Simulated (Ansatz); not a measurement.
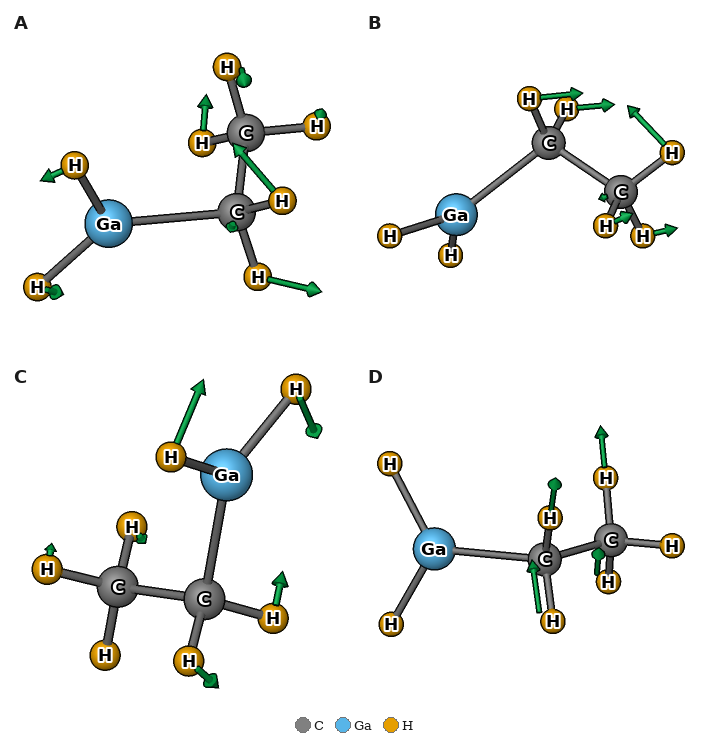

4 normal modes of one molecule or complex, as arrows. Harmonic vibrations computed with RKS PBE0-D4/def2-TZVP (Ansatz 0.2.0) at a stationary point of the same level. It is a saddle point of order 1.

**Match the panels to the wavenumbers 420 cm⁻¹, 705 cm⁻¹, 971 cm⁻¹, 3114 cm⁻¹.**

A: 705 cm⁻¹, angle bending
B: 971 cm⁻¹, C–C–H bending
C: 420 cm⁻¹, C–Ga–H bending
D: 3114 cm⁻¹, out-of-phase stretching of 4 C–H bonds
